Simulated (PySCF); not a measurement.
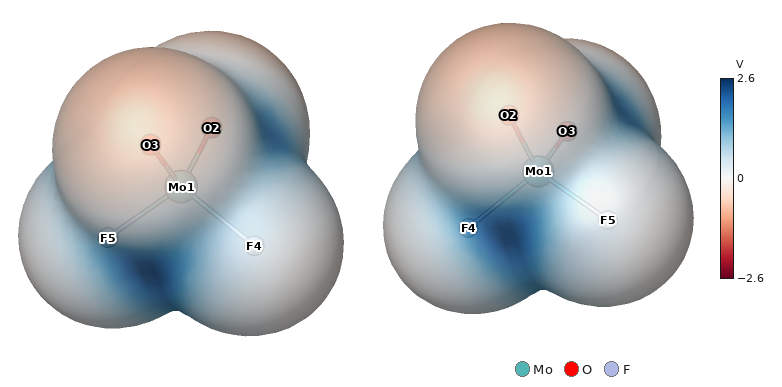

Figure 1: F2MoO2. Electrostatic potential on the surface of electron density 0.001 a.u. (back view left, front view right).

Level of theory: TPSSh/def2-SVPD (PySCF), at a geometry from GFN2-xTB. Core potentials replace the inner electrons of Mo; spin–orbit coupling isn't included. This is a single-reference result, which may miss multireference character in this system. No frequency check shows the geometry to be a minimum. GFN2-xTB bond lengths at metals and heavier atoms can be off by up to 0.1 Å and shapes distorted, which carries into these values.

Coordinates in Å:

```
Mo1     -0.0000    0.0441   -0.0000
O2       0.0012    0.9615   -1.3507
O3      -0.0012    0.9614    1.3508
F4       1.4449   -0.9575    0.0010
F5      -1.4448   -0.9575   -0.0010
```

Where are the extremes of the potential on the surface?

Highest: 2.60 V, off the Mo1–F4 bond (2.0 Å from its atoms), and at like points elsewhere. Further maxima include 1.96 V, off the Mo1–F5 bond (2.0 to 2.1 Å from its atoms), and at like points elsewhere. Lowest: −0.72 V, 1.7 Å from O3, and at like points elsewhere. Further minima include −0.13 V, 1.6 Å from F4, and at like points elsewhere. The surface is sampled at points, so like sites can differ by a few per cent and only the strongest of them is named.

What volume does the surface enclose, and what is the dipole moment?

About 83 Å³; the dipole moment is 1.2 D.
